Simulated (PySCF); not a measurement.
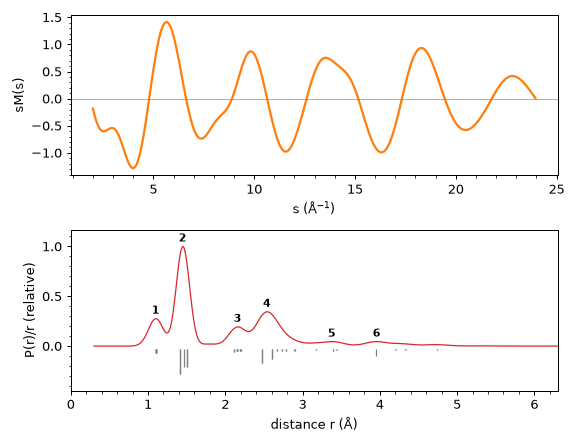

Simulated gas electron diffraction: reduced molecular intensity sM(s) from the Debye equation in the first Born approximation (top) and the radial distribution curve (bottom) of C4H8O. Each pair of atoms contributes with weight ZᵢZⱼ/r (bars below the curve); damping constant 0.0015 Å²; vibrational amplitudes assumed, not computed: 0.05 Å for bonds, 0.078 Å for bonds to H, 0.06 + 0.015 r up to 0.15 Å for other pairs. The geometry is the end point of an optimisation (PySCF 2.14.0, density-fitted response routines, PBE0-D3(BJ)/def2-SVP geometry optimisation, gas phase); it may be a saddle point or a higher isomer. SMILES: C[C@@H]1O[C@H]1C.

**Assign the numbered peaks of the radial distribution curve (– bonded, ··· not bonded).**

Peak 1, 1.10 Å: C–H 1.10 Å (×8)
Peak 2, 1.45 Å: O–C 1.41 Å (×2), C–C 1.47–1.50 Å (×3), not resolved
Peak 3, 2.16 Å: O···H 2.11–2.12 Å (×2), C···H 2.15–2.21 Å (×10), not resolved
Peak 4, 2.54 Å: O···C 2.48 Å (×2), C···C 2.60 Å (×2), C···H 2.73–2.79 Å (×4), not resolved
Peak 5, 3.38 Å: H···H 3.11–3.29 Å (×5), C···H 3.17–3.44 Å (×4), O···H 3.40 Å (×2), not resolved
Peak 6, 3.96 Å: C···C 3.94 Å, C···H 4.20–4.21 Å (×2), not resolved; in its flanks C···H 4.33 Å
